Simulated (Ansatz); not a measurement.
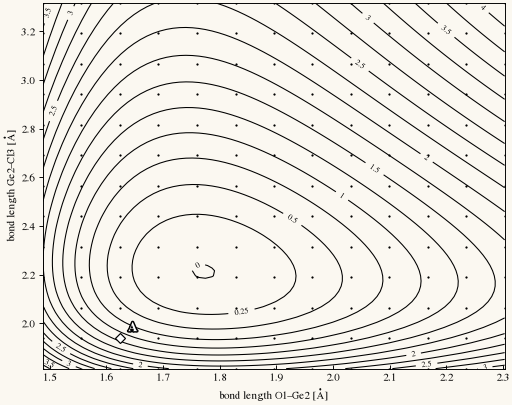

ClGeHO, SMILES [OH][Ge][Cl]. The first coordinate is: bond length O1–Ge2; the second: bond length Ge2–Cl3. Nothing is relaxed (all other coordinates rigid). The scan uses a 13 × 13 grid. Points are written as (first, second). All energies are given in eV relative to the lowest grid point. The reference is spin-restricted, which grows unreliable where a bond is stretched far. These are results of RKS PBE0-D4/def2-TZVP in Ansatz, not measurements.

In the figure: contour lines labelled in eV, dots at the grid points, the point A. Between grid points the surface is interpolated.

### Which way does the force act at A, and how strong is it?

A, at (1.624 Å, 1.939 Å), is not a stationary point. The computed force is 6.3 eV for each Å towards larger values of bond length O1–Ge2 and 6.8 eV for each Å towards larger values of bond length Ge2–Cl3.
